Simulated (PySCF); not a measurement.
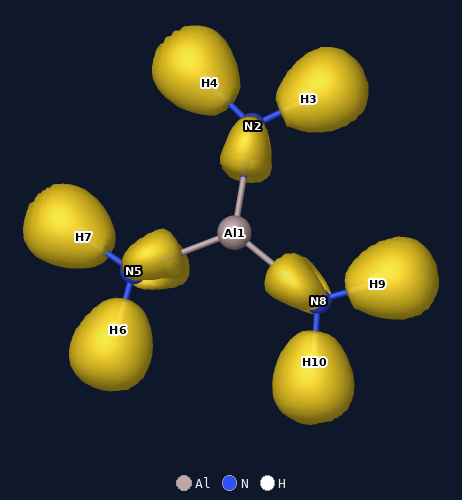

*AlH6N3 (SMILES [NH2][Al]([NH2])[NH2]). Isosurface of the ELF at 0.85 (yellow), seen across its widest extent. Only the valence region is drawn (cores and ρ < 0.01 e/Å³ removed).*

Geometry: PBE0-D3(BJ)/def2-SVP.

The calculation used PBE0/pcSseg-1 Al:pcSseg-2, SCF density, gas phase, non-relativistic in PySCF.

```yaml
atoms:
  - { symbol: Al, position_ang: [0.0111, -0.0068, 0.0020] }
  - { symbol: N, position_ang: [1.7889, -0.0248, -0.0187] }
  - { symbol: H, position_ang: [2.3630, -0.8580, -0.0582] }
  - { symbol: H, position_ang: [2.3828, 0.7949, 0.0010] }
  - { symbol: N, position_ang: [-0.8620, 1.5417, -0.0020] }
  - { symbol: H, position_ang: [-1.8679, 1.6472, 0.0432] }
  - { symbol: H, position_ang: [-0.4287, 2.4550, -0.0618] }
  - { symbol: N, position_ang: [-0.8912, -1.5386, 0.0311] }
  - { symbol: H, position_ang: [-0.4720, -2.4596, 0.0690] }
  - { symbol: H, position_ang: [-1.8992, -1.6278, -0.0012] }
```

**Describe the localisation domains.**

At this value the surface marks out six regions around hydrogen nuclei and three lobes of the valence shell of N pointing towards Al.

Values along the shortest contacts:
Al–N (1.78 Å): the ELF peaks at about 0.90 in the valence shell of N, 0.7 Å from its nucleus, and is about 0.70 at the midpoint. N–H (1.01 Å): the ELF climbs to about 1 towards the hydrogen, as it does in any bond to H: a covalent bond by its length.
